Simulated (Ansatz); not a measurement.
SiO2 (P3_121): how ε∞ follows the gap

The empty bands of SiO2 (P3_121) are shifted up rigidly by Δ, and ε∞ along x is computed for each shift. x, y and z are the Cartesian axes of the input cell.

The structure is trigonal, space group P3_121 (No. 152). Conventional cell: a = 4.916 Å, b = 4.916 Å, c = 5.409 Å, α = 90.00°, β = 90.00°, γ = 120.00°. Si on site a has 4 O at 1.61 Å as nearest neighbours. O on site c has 2 Si at 1.61 Å as nearest neighbours.

Method: Ansatz 0.2.0, PBE, independent particles, k-mesh 6×6×4 with interpolation inside its cells, Gaussian parameter 0.1 eV.

Launch of the response step: `ansatz run input.yaml --threads 4 --pin off --max-ram 8192MiB --backend cpu --events-out ev --progress --plain --runs-dir out`. The series took 2.6 min in all, on 4 threads of Intel(R) Xeon(R) Platinum 8375C CPU @ 2.90GHz (Ice Lake) (shared host).

| Δ (eV) | ε∞ along x |
| --- | --- |
| 0.00 | 2.560 |
| 0.40 | 2.515 |
| 0.80 | 2.474 |
| 1.20 | 2.434 |
| 1.60 | 2.397 |
| 2.00 | ? |

With one effective transition at E₀ and fixed dipole strength, ε∞ − 1 = A/(E₀ + Δ), so 1/(ε∞ − 1) is linear in Δ.

Working, on the rows shown:

| x = Δ (eV) | y = 1/(ε∞ − 1) |
| --- | --- |
| 0 | 0.641026 |
| 0.4 | 0.660066 |
| 0.8 | 0.678426 |
| 1.2 | 0.69735 |
| 1.6 | 0.71582 |

Means: x̄ = 0.8, ȳ = 0.67854. Σ(x − x̄)(y − ȳ) = 0.07475, Σ(x − x̄)² = 1.6. Slope = 0.07475 / 1.6 = 0.04672; intercept = ȳ − slope · x̄ = 0.64116. Turned back into ε∞ along x, the line misses the rows shown by at most 0.0005.

Task: Predict the last column of the withheld row from the fit.

Result: At x = 2 the line gives y = 0.7346, that is 2.361. The run gave 2.362, so the extrapolation is off by 0.00071, 0.4 % of the range in the table.

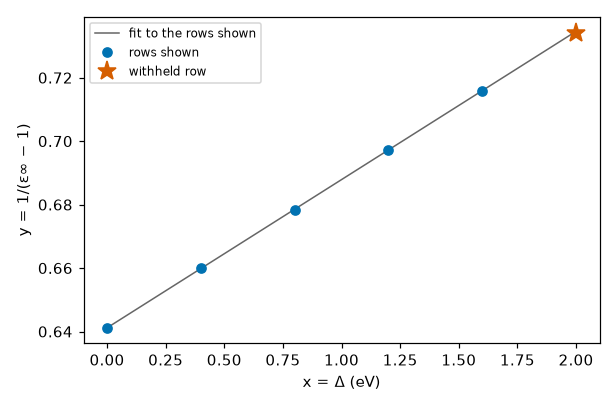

Refitted with all rows, the slope is 0.04658 and the intercept 0.64124. These give E₀ = intercept/slope = 13.8 eV, far above the least direct gap of 6.31 eV: most of the screening comes from transitions well over the edge. Over the first step ε∞ falls by 4 % per eV. Excitons are left out and so are local fields; PBE gaps are as a rule too small.
